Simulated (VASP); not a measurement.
# Lattice of BaZrO3 across functionals and dispersion corrections, part 3 of 3

Which functional gives the lattice of BaZrO3 as experiment finds it, and is a dearer one worth its cost? The start is a cell from a database of measured crystal structures.

VASP 6.6.1, plane waves and PAW; the level of theory is named at each step.

So far. Step 3 (Relaxation with LDA): It ends at 14.41 Å³/atom, -2.2 % from the start, with -0.03 GPa left. The conventional cell has a = 4.161 Å. Step 4 (Relaxation with r2SCAN): It ends at 14.96 Å³/atom, +1.6 % from the start, with 0.00 GPa left. The conventional cell has a = 4.213 Å.

## 5. Relaxation with PBE + D3(BJ)

This step: PBE with D3(BJ); plane waves and PAW (Ba_sv, Zr_sv, O) (VASP 6.6.1).

A dispersion term adds the long-range attraction that semilocal functionals lack. D3 with Becke-Johnson damping keeps a finite attraction at short range.

The input, INCAR:

```
SYSTEM = BaZrO3
PREC = Accurate
ENCUT = 560
EDIFF = 1E-06
NELM = 100
ISMEAR = -1
SIGMA = 0.05
LREAL = .FALSE.
ALGO = Normal
GGA = PE
IVDW = 12
NBANDS = 26
LASPH = .TRUE.
LORBIT = 11
LWAVE = .FALSE.
LCHARG = .FALSE.
KPAR = 2
IBRION = 2
NSW = 60
ISIF = 3
EDIFFG = -0.01
```

The input, POSCAR:

```
BaZrO3
1.0
    4.1913400000      0.0000000000      0.0000000000
    0.0000000000      4.1913400000      0.0000000000
    0.0000000000      0.0000000000      4.1913400000
Ba Zr O
1 1 3
Direct
    0.0000000000      0.0000000000      0.0000000000
    0.5000000000      0.5000000000      0.5000000000
    0.0000000000      0.5000000000      0.5000000000
    0.5000000000      0.0000000000      0.5000000000
    0.5000000000      0.5000000000      0.0000000000
```

The input, KPOINTS:

```
Automatic mesh
0
Gamma
5 5 5
0 0 0
```

Potentials, in the order of the species: Ba_sv, Zr_sv and O (PBE family, release 64).

Started as:

```sh
> mpirun -np 2 vasp_std
```

Log:

```text
[... set-up lines as in an earlier step ...]
 entering main loop
       N       E                     dE             d eps       ncg     rms          rms(c)
[... 14 cycles as in an earlier step ...]
   1 F= -.42916499E+02 E0= -.42916499E+02  d E =-.429165E+02
[...]
N       E                     dE             d eps       ncg     rms          rms(c)
DAV:   1    -0.419415665980E+02   -0.25423E+00   -0.68155E+00   554   0.209E+01    0.481E+00
DAV:   2    -0.417630753183E+02    0.17849E+00   -0.82807E-01   588   0.561E+00    0.181E+00
DAV:   3    -0.417243589649E+02    0.38716E-01   -0.10861E-01   672   0.243E+00    0.484E-01
DAV:   4    -0.417213817670E+02    0.29772E-02   -0.39936E-02   788   0.101E+00    0.372E-01
DAV:   5    -0.417224728574E+02   -0.10911E-02   -0.14826E-03   720   0.229E-01    0.206E-01
DAV:   6    -0.417233784368E+02   -0.90558E-03   -0.24467E-03   814   0.254E-01    0.326E-02
DAV:   7    -0.417234018482E+02   -0.23411E-04   -0.14980E-04   670   0.695E-02    0.241E-02
DAV:   8    -0.417234061833E+02   -0.43350E-05   -0.43014E-05   654   0.445E-02    0.627E-03
[...]
2 F= -.42914935E+02 E0= -.42914935E+02  d E =0.156379E-02
 trial-energy change:    0.001564  1 .order    0.001235   -0.032426    0.034896
 step:   0.4743(harm=  0.4817)  dis= 0.00000  next Energy=   -42.924154 (dE=-0.766E-02)
[...]
N       E                     dE             d eps       ncg     rms          rms(c)
DAV:   1    -0.417744188904E+02   -0.51013E-01   -0.19005E+00   554   0.110E+01    0.257E+00
DAV:   2    -0.417233600748E+02    0.51059E-01   -0.22612E-01   572   0.295E+00    0.941E-01
DAV:   3    -0.417130712981E+02    0.10289E-01   -0.30034E-02   710   0.130E+00    0.239E-01
DAV:   4    -0.417123774487E+02    0.69385E-03   -0.88845E-03   834   0.474E-01    0.199E-01
DAV:   5    -0.417127262491E+02   -0.34880E-03   -0.40184E-04   786   0.113E-01    0.997E-02
DAV:   6    -0.417129801554E+02   -0.25391E-03   -0.54574E-04   802   0.115E-01    0.192E-02
DAV:   7    -0.417129971063E+02   -0.16951E-04   -0.34143E-05   698   0.343E-02    0.926E-03
DAV:   8    -0.417130015520E+02   -0.44457E-05   -0.93646E-06   600   0.191E-02    0.243E-03
DAV:   9    -0.417130015543E+02   -0.23351E-08   -0.52485E-07   294   0.473E-03
   3 F= -.42924093E+02 E0= -.42924093E+02  d E =-.759389E-02
[...]
reached required accuracy - stopping structural energy minimisation
```

It took 23 s on 2 MPI ranks of Intel Xeon Platinum 8488C (Sapphire Rapids), shared host; peak memory 0.4 GiB.

OUTCAR, selected parts (step 5):

```text
 Edisp (eV)   -1.19153

 Edisp (eV)   -1.21109

  Total       0.00012     0.00012     0.00012     0.00000     0.00000    -0.00000
  in kB       0.00248     0.00248     0.00248     0.00000     0.00000    -0.00000
  external pressure =        0.00 kB  Pullay stress =        0.00 kB

 POSITION                                       TOTAL-FORCE (eV/Angst)
 -----------------------------------------------------------------------------------
      0.00000      0.00000      0.00000        -0.000000     -0.000000      0.000000
      2.10582      2.10582      2.10582         0.000000      0.000000      0.000000
      0.00000      2.10582      2.10582         0.000000      0.000000      0.000000
      2.10582      0.00000      2.10582         0.000000      0.000000      0.000000
      2.10582      2.10582     -0.00000        -0.000000     -0.000000      0.000000
 -----------------------------------------------------------------------------------
    total drift:                                0.000000     -0.000000     -0.000000

  FREE ENERGIE OF THE ION-ELECTRON SYSTEM (eV)
  ---------------------------------------------------
  free  energy   TOTEN  =       -42.9240928426 eV

  energy  without entropy=      -42.9240928425  energy(sigma->0) =      -42.92409284

[... 2 parts as in an earlier step ...]

[... 2 further parts left out ...]
[key lines of the parts left out:]
E-fermi :   4.8536
```

The steps of the relaxation:

| step | energy less that of the first step (eV) | largest force (eV/Å) | pressure (GPa) | volume (Å³) |
| --- | --- | --- | --- | --- |
| 1 | 0.0000 | 0.0000 | 2.30 | 73.63 |
| 2 | 0.0016 | 0.0000 | -2.40 | 75.91 |
| 3 | -0.0076 | 0.0000 | 0.00 | 74.71 |

| conventional cell, symmetrised | before | after | change |
| --- | --- | --- | --- |
| a (Å) | 4.191 | 4.212 | +0.5 % |
| b (Å) | 4.191 | 4.212 | +0.5 % |
| c (Å) | 4.191 | 4.212 | +0.5 % |
| volume (Å³/atom) | 14.73 | 14.94 | +1.5 % |

Final coordinates:

```cif
data_structure
_symmetry_space_group_name_H-M 'P 1'
_symmetry_Int_Tables_number 1
_cell_length_a 4.2116
_cell_length_b 4.2116
_cell_length_c 4.2116
_cell_angle_alpha 90.000
_cell_angle_beta 90.000
_cell_angle_gamma 90.000
_cell_volume 74.71
loop_
_atom_site_label
_atom_site_type_symbol
_atom_site_fract_x
_atom_site_fract_y
_atom_site_fract_z
_atom_site_occupancy
Ba1 Ba 0.00000 0.00000 0.00000 1
Zr2 Zr 0.50000 0.50000 0.50000 1
O3 O 0.00000 0.50000 0.50000 1
O4 O 0.50000 0.00000 0.50000 1
O5 O 0.50000 0.50000 0.00000 1
```

It ends at 14.94 Å³/atom, +1.5 % from the start, with 0.00 GPa left. The conventional cell has a = 4.212 Å. Against plain PBE, the dispersion term moves a by -0.6 %.

## 6. The cells as a table

This step: relaxed cells at several levels; plane waves and PAW (VASP 6.6.1).

Derived from the runs above.

Lengths are those of the conventional cell; cost is the wall time of each run, as given at its step, times its ranks, without the set-up around it. Results by level, by row:

| level | volume (Å³/atom) | change from the start (%) | a (Å) | cost (core minutes) |
| --- | --- | --- | --- | --- |
| PBE | 15.2 | 3.2 | 4.236 | 0.7 |
| LDA | 14.41 | -2.2 | 4.161 | 0.513 |
| r2SCAN | 14.96 | 1.6 | 4.213 | 2.33 |
| PBE + D3(BJ) | 14.94 | 1.5 | 4.212 | 0.767 |

## 7. Results

```yaml
volume_pbe: 15.20 Å³/atom
volume_lda: 14.41 Å³/atom
volume_r2scan: 14.96 Å³/atom
volume_pbe_d3_bj: 14.94 Å³/atom
```

For BaZrO3 the levels give volumes between 14.41 Å³/atom (LDA) and 15.20 Å³/atom (PBE), a spread of 5.5 %, while the cost of the finished runs spans a factor of 4.5. Within 1 % of experiment on every length: PBE, LDA, r2SCAN and PBE + D3(BJ). The nearest, PBE + D3(BJ), is among the cheap ones. Thermal and zero-point expansion, often some tenths of a per cent in length, bear on this order: with the measured lengths lowered by an assumed 0.4 % the nearest becomes LDA. The costs hold the number of ionic steps as well as the price of the functional. Adding D3(BJ) to PBE changes the volume by -1.7 % (a by -0.6 %). Within 0.02 Å all end in space group Pm-3m; the runs can't lower the symmetry of the start. Each is a single relaxation on the plane waves of the start cell, so larger changes of volume carry a basis-set error that was not tested here.

Computed beside measured:

```
              quantity  measured             PBE             LDA          r2SCAN    PBE + D3(BJ)
lattice constant a (Å)    4.1947  4.236 (+1.0 %)  4.161 (-0.8 %)  4.213 (+0.4 %)  4.212 (+0.4 %)
```

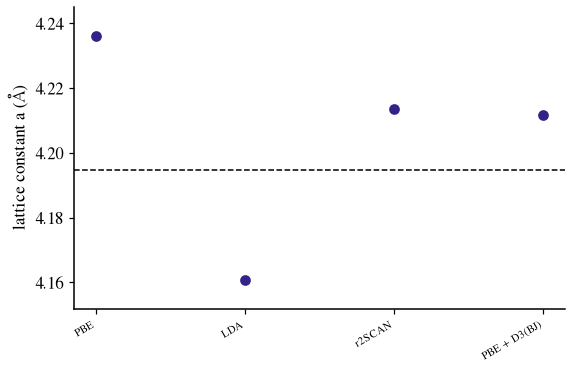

The lattice constant a by level; the dashed line is the measured value.

Measured values from pmc:9457899 (2022).

How well it matches: For the lattice constant a, of the levels listed nearest comes PBE + D3(BJ) (+0.4 %, good agreement) and farthest PBE (+1.0 %, fair agreement). The grades are ours: good and fair within 0.7 and 1.5 % for the lattice constant a. For lattice constants the calculation has a static lattice, without zero-point motion or thermal expansion.

[Lines on the potential files, build, host, timing and source positions are cut from VASP's logs without a mark.]

[Logs are printed without paths, hosts, clocks, repeated set-up lines and the standing remarks that a program may print on its own settings, such as how far it seeks lower states.]

[Hosts, paths, dates, database ids (printed as entryN), source tags and the programs' standing remarks are cut or masked in the printed files.]

[A measured line is paired with the nearest computed mode of its activity, which favours agreement.]
